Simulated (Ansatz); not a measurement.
# BrGeH: the cost of one run

The runs use Ansatz 0.2.0, Gaussian basis; def2-QZVPP, all electrons in the functionals, frozen cores in the correlation of double hybrids and RPA.

To be run: PBE, BLYP, r2SCAN, B97M-V, PBE0, B3LYP, wB97M-V, B2PLYP, at charge 0, singlet; charge 0, triplet; charge 1, doublet.

6 further runs of the same task are left out: 6 set aside as unsound or not needed.

## (1) What is computed

The geometry is a PBE0/def2-TZVP stationary point (not a proven minimum). No spin-orbit coupling is included. The filled d shell of Ge, Br may be among the frozen orbitals whatever the setting's name suggests; the logs give the count.

3 atoms, charge 0, spin multiplicity 1.

Atoms are counted from 1 here; the program's logs count them from 0.

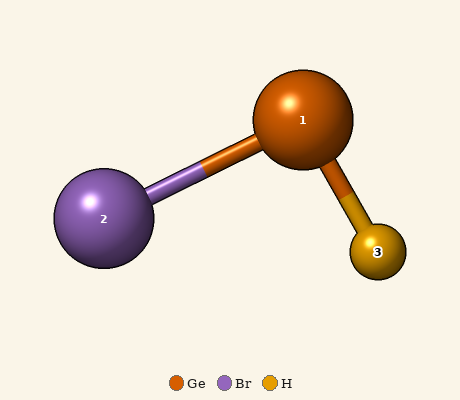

The geometry (germanium orange, bromine purple, hydrogen amber); atoms are numbered from 1 in the order of the file.

As a file:

```xyz
3
charge 0, multiplicity 1
Ge    0.00000   -0.03817    1.21604
Br    0.00000    0.01508   -1.12244
H     0.00000    1.55512    1.34410
```

No dispersion term is added; B97M-V, wB97M-V hold VV10 nonlocal correlation. B3LYP takes the VWN-RPA correlation.

The geometry shown and the zero of energy belong to the point charge 0, singlet. The yardstick, RCCSD(T), and other wave-function levels (R restricted, U unrestricted, valence and pair active spaces) come from earlier runs.

## (2) PBE, charge 0, singlet

Contents of in.yaml:

```yaml
crystal:
  periodic: [false, false, false]
  atoms:
    - {symbol: Ge, position_ang: [0.000000, -0.038171, 1.216039]}
    - {symbol: Br, position_ang: [0.000000, 0.015084, -1.122445]}
    - {symbol: H, position_ang: [0.000000, 1.555115, 1.344104]}
basis:
  gaussian: {orbitals: "def2-QZVPP.json"}
magnetization: {spin_polarized: true, initial_magnetization: 0}
hamiltonian: {xc: {name: PBE}}
output: {orbitals: {seedname: orbitals}}
```

Run with:

```sh
> ansatz run in.yaml --threads 1 --pin off --events-out ev --progress --plain --max-ram 2393MiB
```

**Question.** How long does this run take on 1 thread of AMD EPYC 7B13, shared host, and how much memory does it need?

About 6 s, with a peak of 0.29 GiB.
